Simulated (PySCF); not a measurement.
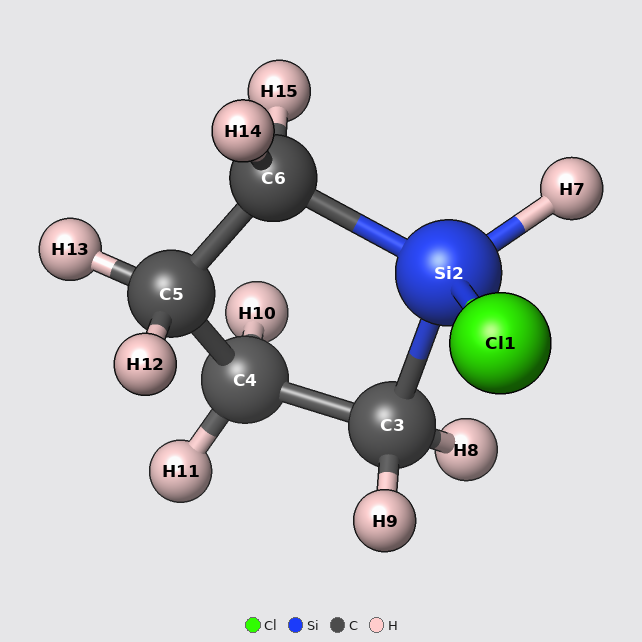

Computed geometry: PBE0-D3(BJ)/def2-SVP optimisation. No frequency run is at hand to confirm it as a minimum. Electric field gradients from the ground-state density, PBE0/6-31G (PySCF 2.14.0), non-relativistic apart from any core potentials.

Give the largest field-gradient component, the quadrupole coupling constant and the asymmetry for 35Cl at Cl1 (Q = −81.7 mb), 2H at H7 (Q = 2.86 mb), 2H at H8 (Q = 2.86 mb).

```csv
atom,V_zz (a.u.),e²qQ/h (MHz),η
Cl1,2.176,−41.8,0.03
H7,0.176,0.118,0.03
H8,0.308,0.207,0.02
```
